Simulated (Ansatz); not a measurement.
H3InSe (SMILES [SeH][InH2])

```yaml
atoms:
  - { symbol: Se, position_ang: [1.1329, -1.0279, 0.9794] }
  - { symbol: In, position_ang: [-0.1551, 0.6686, -0.3439] }
  - { symbol: H, position_ang: [0.1142, -2.0669, 0.7810] }
  - { symbol: H, position_ang: [-1.6527, 0.1571, -0.9975] }
  - { symbol: H, position_ang: [0.6106, 2.1955, -0.4605] }
```

Geometry: PBE0-D4/def2-TZVP; core potentials replace the inner electrons of In.

Level of theory: RKS PBE0-D4/def2-TZVPP (Ansatz).

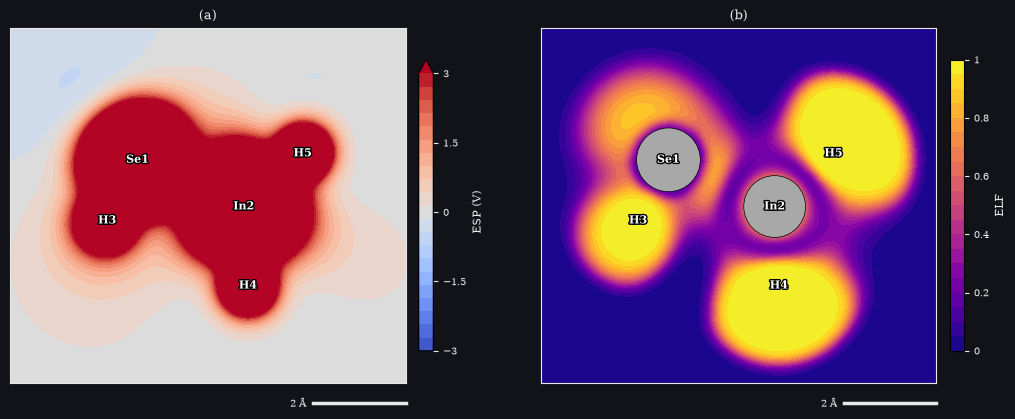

Figure 1. (a) electrostatic potential; (b) electron localisation function on the molecular plane. Grey discs cover the atomic cores in the ELF map.

Q: Read the bonding off the picture.

A:
- The plane passes through Se, In and H nuclei.
- In–Se (2.51 Å): the ELF peaks at about 0.75 in the valence shell of Se, 1.0 Å from its nucleus, and drops to about 0.20 between the two atoms.
- Se–H (1.47 Å): the ELF climbs to about 1 towards the hydrogen, as it does in any bond to H.
- In–H (1.71 Å): the ELF climbs to about 1 towards the hydrogen.
- The ELF also peaks beside Se1, away from the bonds: lone-pair regions.
- Outside the dense part of the molecule the potential is most negative (−0.4 V) near Se1.

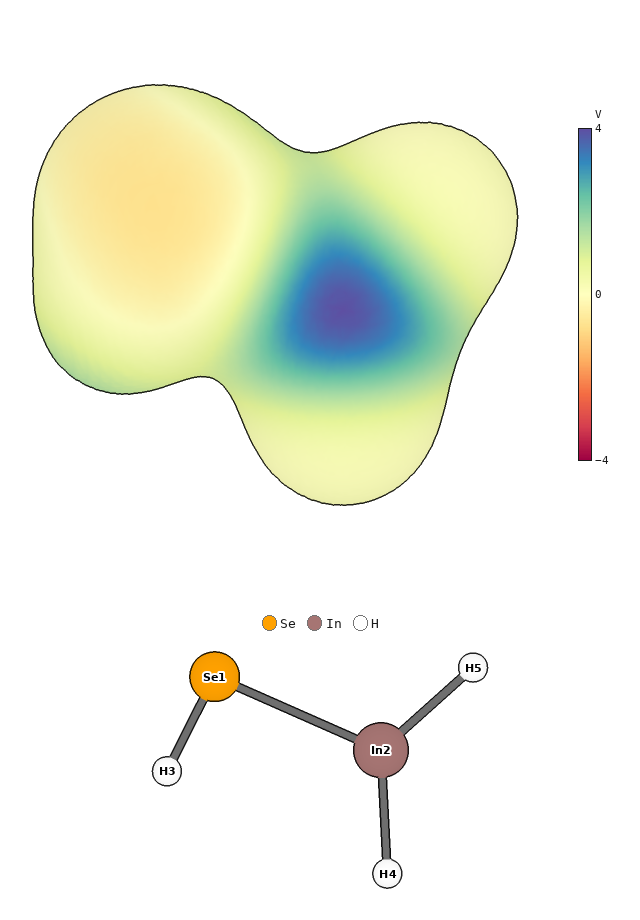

Figure 2. The molecular electrostatic potential painted on the density surface at 0.004 e/bohr³, seen across its widest extent; the colour scale runs from red (negative) to blue (positive). The bare structure is drawn below in the same view.

Q: Where is the surface potential most negative and most positive?

A: The most negative region (about −0.7 V) lies over Se1, the most positive (about +3.9 V) over In2.

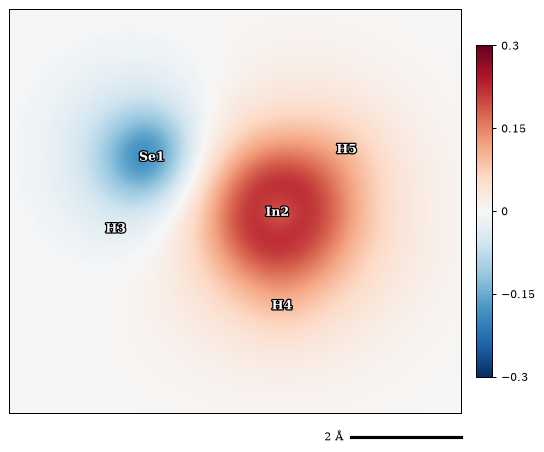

Figure 3. The LUMO on a plane 0.8 Å above the molecular plane (values in Å⁻³ᐟ²; the overall sign is arbitrary).

Q: Where does this orbital lie, and at what energy?

A: It lies mainly on In2 (about 80 %) and Se1 (about 10 %); it changes sign across the molecular plane (π type). Its energy is −1.73 eV.

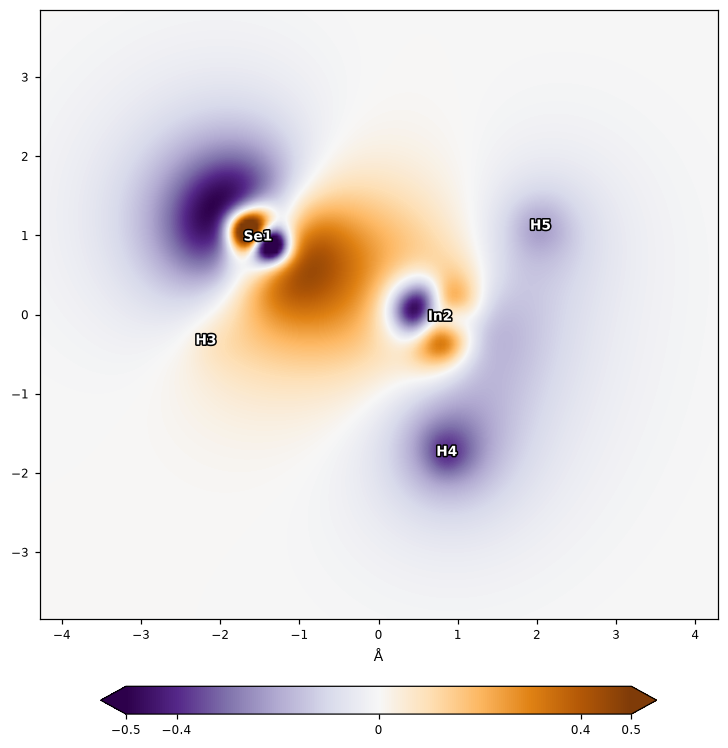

Figure 4. The HOMO−1 on the molecular plane (values in Å⁻³ᐟ²; the overall sign is arbitrary).

Q: Describe this orbital and give its energy.

A: By Hirshfeld shares it lies mainly on Se1 (about 60 %), In2 (about 25 %) and H4 (about 10 %); it is symmetric in the molecular plane (an in-plane orbital: σ, lone-pair or in-plane π type). Its energy is −7.94 eV.
